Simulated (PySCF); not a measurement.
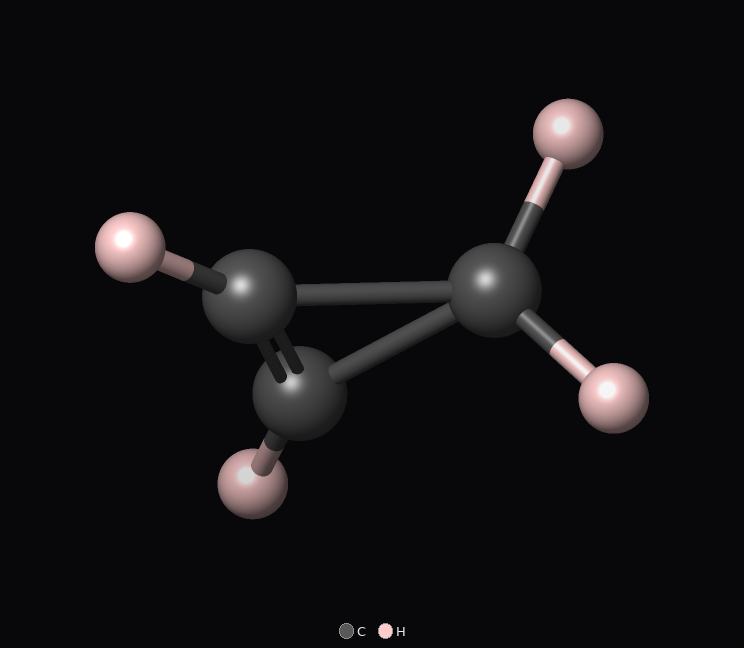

Rendered structure (ball-and-stick style). Double and triple bonds are drawn as two and three sticks.

The geometry was computed by an optimisation with GFN2-xTB. No frequency run is at hand to confirm it as a minimum.

**Which formula does it have?**

C3H4, 7 atoms: 3 carbon and 4 hydrogen.

**How many bonds of each kind are drawn?**

4 C–H, 3 C–C.

**Does it have rings?**

Independent rings (smallest set): 1 of 3 members.

**What is the point group of this geometry?**

C2v.

More results for the same structure follow; atom numbers are the same in all pictures, views and colours differ.

Shape

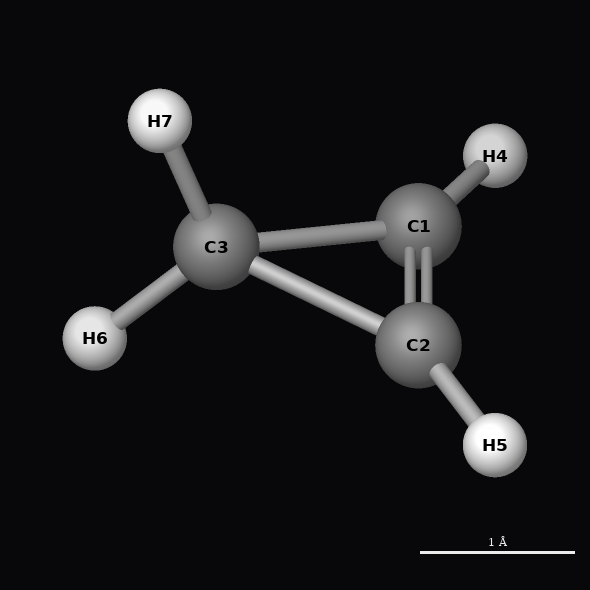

Atoms carry their numbers in the input. No frequency run is at hand to confirm it as a minimum.

Estimate the angles C2–C1–C3, C2–C1–H4, C3–C1–H4, C1–C3–C2, C1–C3–H6, H6–C3–H7.

```json
{"angle": "C2–C1–C3", "degrees": "64.4"}
{"angle": "C2–C1–H4", "degrees": "151.1"}
{"angle": "C3–C1–H4", "degrees": "144.5"}
{"angle": "C1–C3–C2", "degrees": "51.2"}
{"angle": "C1–C3–H6", "degrees": "119.7"}
{"angle": "H6–C3–H7", "degrees": "113.4"}
```

Polarisability

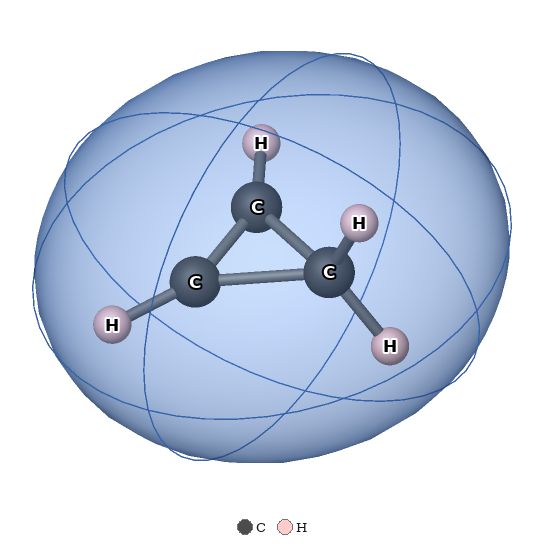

The ellipsoid shows the static dipole polarisability: its half-axes are proportional to the principal values. No frequency run is at hand to confirm it as a minimum. Method: ωB97X-D/def2-SVPD (PySCF 2.14.0).

**Give the principal values, the mean and the anisotropy.**

Principal values 26.8, 36.0, 36.2 bohr³; mean 33.0 bohr³ (4.89 Å³); anisotropy 9.4 bohr³, so the longest axis is 1.35 times the shortest.

Core levels

No frequency run is at hand to confirm it as a minimum. Method: delta-SCF UKS SCAN, pcX-2 on the ionised atom, pcseg-1 elsewhere, spin-free X2C (PySCF 2.14.0).

Give the core-electron binding energies (to vacuum) of C1 1s, C3 1s.

```csv
atom,level,binding energy (eV)
C1,1s,290.9
C3,1s,291.0
```

Excitation

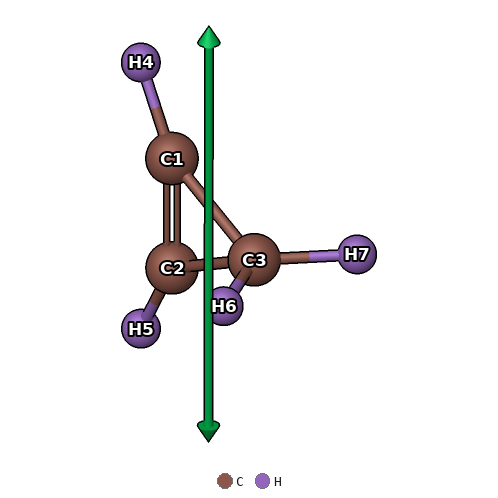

The double arrow shows the direction of the transition dipole to excited singlet state 1 (its length means nothing). No frequency run is at hand to confirm it as a minimum. Properties computed with TDDFT ωB97X-D/def2-SVPD, vertical, gas phase, core orbitals frozen in the response (PySCF 2.14.0).

**How is the transition polarised?**

Nearly parallel to the C1–C2 bond.

**Where does the transition lie, and how strong is it?**

6.46 eV (192 nm), oscillator strength 0.075, mainly HOMO → LUMO (weight 0.96); transition dipole 1.75 D.
